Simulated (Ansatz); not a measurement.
**A computed series for Be: pressure series**

Consider Be in the hcp (Mg type) structure (space group P6_3/mmc, No. 194; a = 2.264 Å, c = 3.564 Å).

Cell and atoms are relaxed at each pressure.

All numbers come from Ansatz (a quantum-chemistry and plane-wave program) r2SCAN, no spin-orbit coupling.

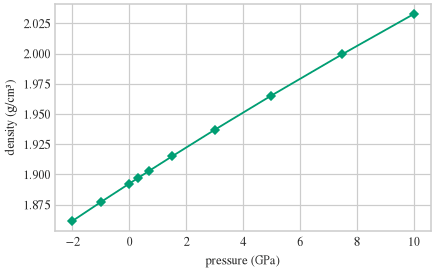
*Density against pressure*

| pressure (GPa) | density |
|---|---|
| -2 | 1.86 g/cm³ |
| -1 | 1.88 g/cm³ |
| 0.3 | 1.90 g/cm³ |
| 0.7 | 1.90 g/cm³ |
| 1.5 | 1.91 g/cm³ |
| 3 | 1.94 g/cm³ |
| 5 | 1.97 g/cm³ |
| 7.5 | 2.00 g/cm³ |
| 10 | 2.03 g/cm³ |

Load acts through the strain it causes; cell and atoms are relaxed under it. No phonon test of stability was made. No other phases were tried under pressure.
